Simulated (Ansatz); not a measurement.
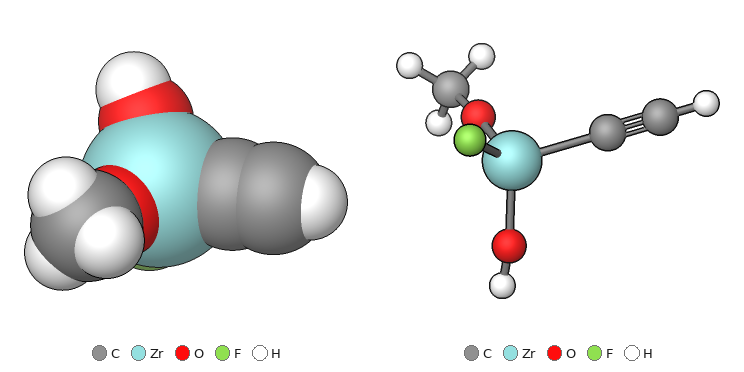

Both panels show the same species.

Charge 0, singlet.

Description:

Formula C₃H₅FO₂Zr. As SMILES it reads `C#[C][Zr@@]([OH])([F])[O]C`. Among its groups: alkyne. The point group is C1. Coordination, clear cases only: 2 C linear; 1 Zr tetrahedral; 1 O linear; 1 C tetrahedral.

More results for the same structure follow; atom numbers are the same in all pictures, views and colours differ. Computed geometry: PBE0-D4/def2-TZVP optimisation.

### Shape

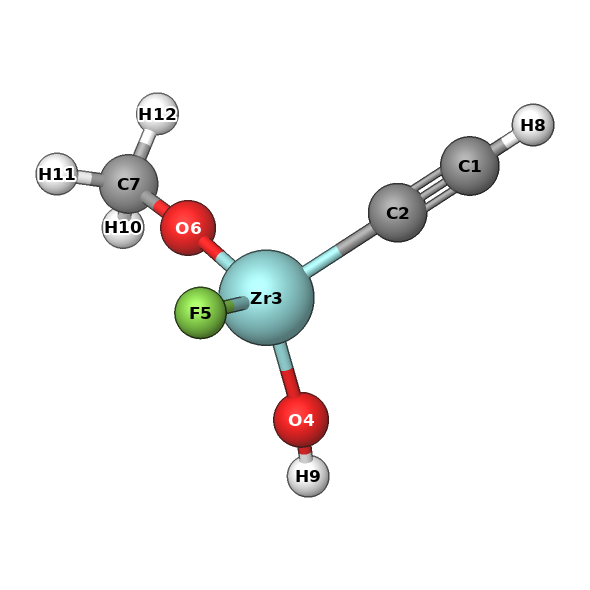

Numbered structure.

Which atoms are bonded, and how long are the bonds?

```csv
bond,length (Å)
C1–C2,1.215
C1–H8,1.067
C2–Zr3,2.206
Zr3–O4,1.911
Zr3–F5,1.913
Zr3–O6,1.896
O4–H9,0.953
O6–C7,1.392
C7–H10,1.094
C7–H11,1.094
C7–H12,1.094
```

### Dipole moment

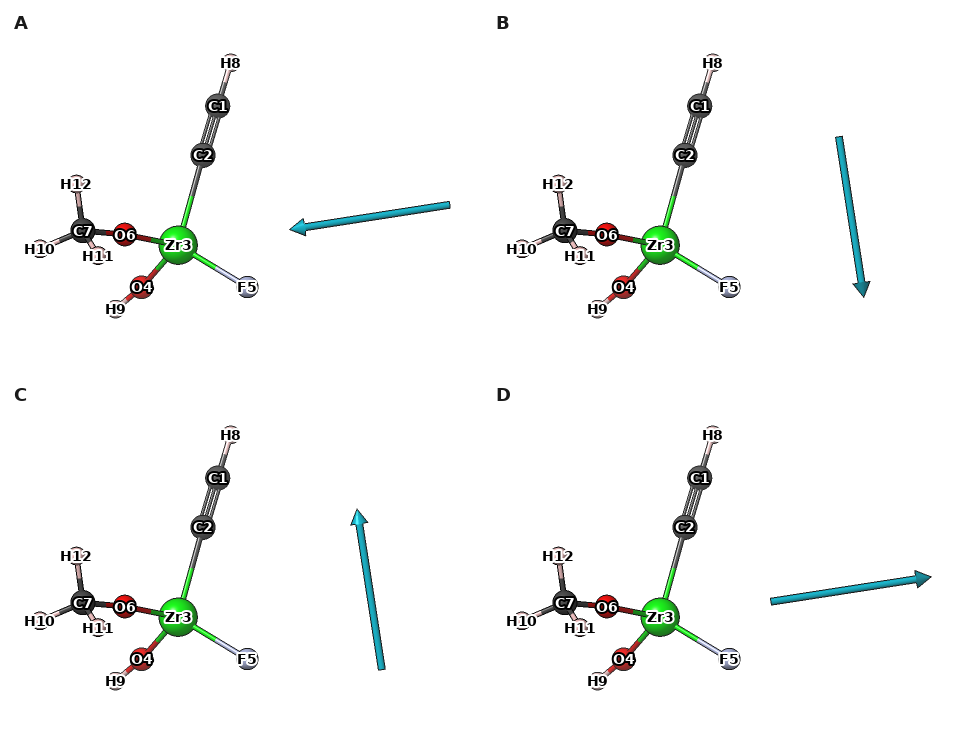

The same molecule four times, each with an arrow. Level of theory: RKS PBE-D4/def2-TZVPP, core potentials on Zr (Ansatz 0.2.0).

> Which arrow points along the dipole moment, from the negative to the positive end?

A. The dipole moment is 3.08 D; it points from the side of H8 to the side of H10 (the outermost atoms at the two ends).

### Charges

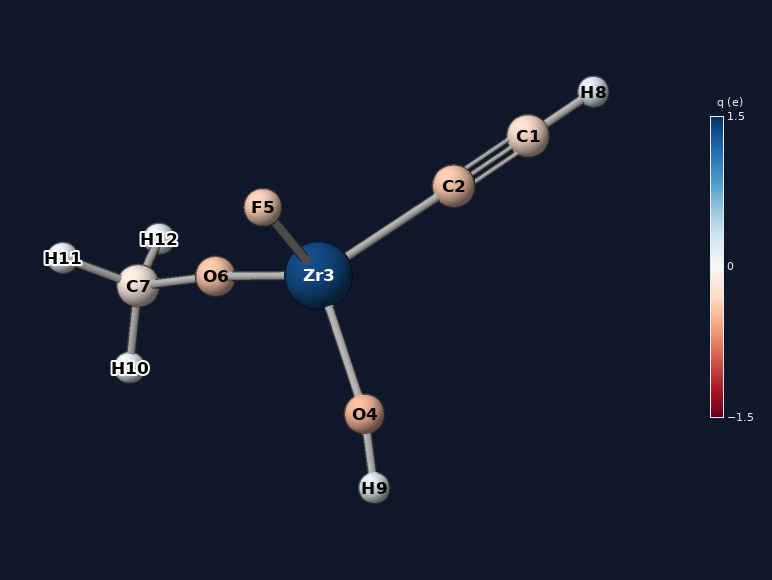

Atoms are coloured by their Mulliken charges. Method: RKS PBE-D4/def2-TZVPP, core potentials on Zr (Ansatz 0.2.0).

> Which atom carries the highest charge (most positive or least negative)?

Zr3 (1.34 e).

> And the lowest?

O4 (−0.47 e).

List the Mulliken charges.

```
atom  value (e)
  C1      −0.26
  C2      −0.39
 Zr3       1.34
  O4      −0.47
  F5      −0.36
  O6      −0.40
  C7      −0.14
  H8       0.19
  H9       0.19
 H10       0.10
 H11       0.10
 H12       0.11
```

### Electronic properties

Method: RKS PBE0-D4/def2-TZVPP, core potentials on Zr (Ansatz 0.2.0).

> Estimate the HOMO energy (Kohn–Sham orbital).

−7.85 eV.

> What is the vertical ionisation energy?

9.86 eV.

> What is the HOMO–LUMO gap?

6.81 eV.

> Give the dispersion correction at this level.

−20.6 kJ/mol.

### Vibrations

Harmonic vibrations computed with RKS PBE0-D4/def2-TZVP, core potentials on Zr (Ansatz 0.2.0) at a stationary point of the same level.

> How many vibrational modes are there, and where do they lie?

30 modes: 43, 54, 66, 90, 110, 170, 176, 185, 212, 229, 246, 293, 440, 541, 651, 722, 725, 728, 1178, 1179, 1226, 1476, 1489, 1490, 2084, 3024, 3097, 3101, 3451, 4001 cm⁻¹.

Mulliken values depend strongly on the basis set and can even reverse the polarity of a bond.
